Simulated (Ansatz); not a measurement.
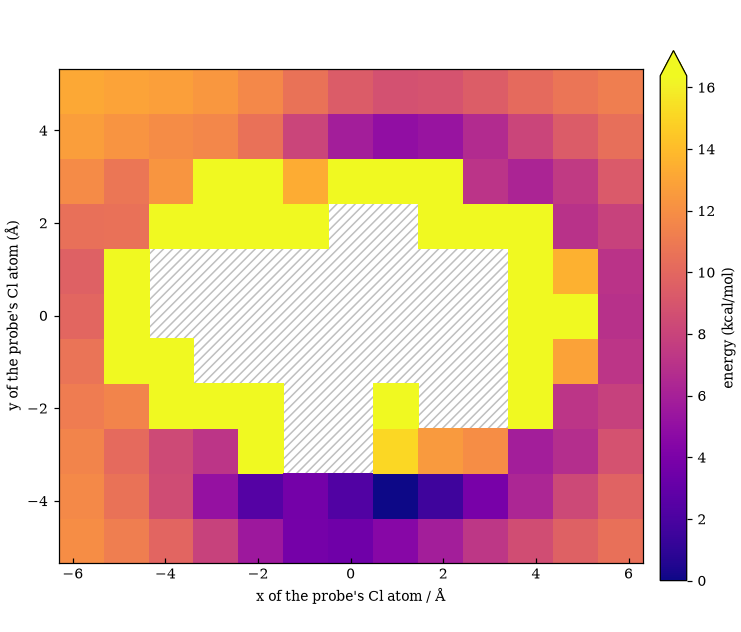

Energy landscape of C₂H₅ClSi (SMILES CC=[SiH]Cl) with the probe Cl-. 
- The probe is moved over the molecule's main plane.
- Coordinates scanned: (1) x of the probe's Cl atom; (2) y of the probe's Cl atom.
- Nothing is relaxed (molecule and probe rigid).
- The grid has 13 × 11 points. At 31 points there is no value (left out of the scan, as a rule where atoms come close).
- Points are written as (first, second).
- All energies are given in kcal/mol relative to the lowest grid point.
- Energies and slopes of some neighbouring points disagree (a jump in structure or state, or too coarse a mesh).
- All numbers below come from RKS PBE0-D4/def2-SVPD (Ansatz).

The picture shows one coloured cell a grid point, one colour for all values above the top of the scale, hatched blanks where no value was computed. 

What does the map say about the system?

The lowest grid point is at (0.97 Å, −3.88 Å) [nearest 1 H at 2.42 Å]. The highest grid point, (3.88 Å, 0.00 Å) [nearest 2 H at 1.44 Å], lies 271 kcal/mol above the lowest.

The whole map (112 points run) took 39 min on 1 thread of Arm Neoverse N1, on a shared host.
